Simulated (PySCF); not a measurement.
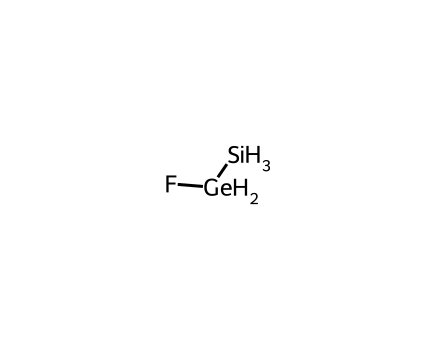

The drawing above gives the connectivity. The geometry was computed by an optimisation with PBE0-D3(BJ)/def2-SVP. No frequency run is at hand to confirm it as a minimum.

Describe the 3D structure.

The molecule is FGeH₅Si. SMILES: `[F][GeH2][SiH3]`. Among its groups: Si–H bond. The point group is Cs. Coordination: 1 Ge tetrahedral; 1 Si tetrahedral.

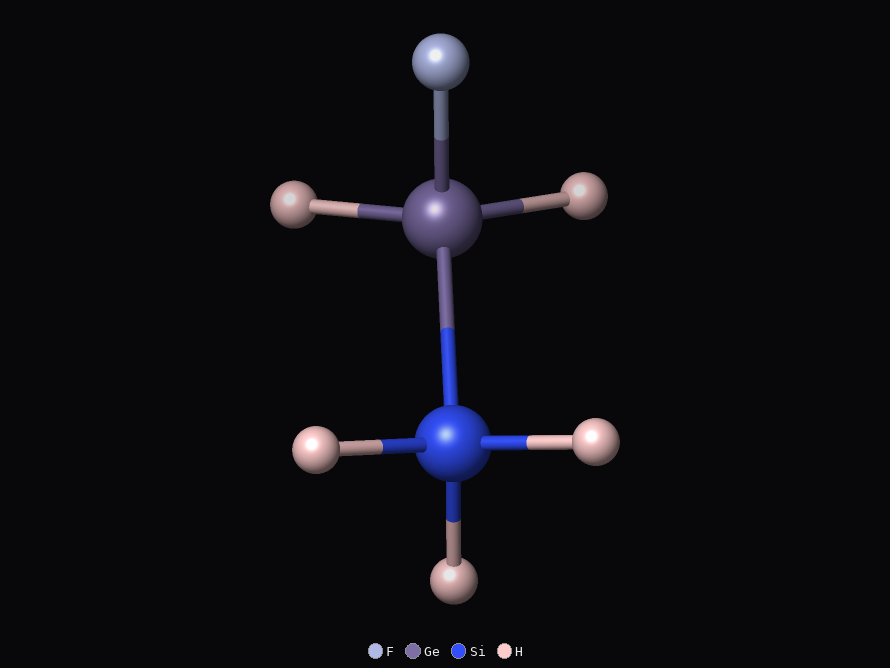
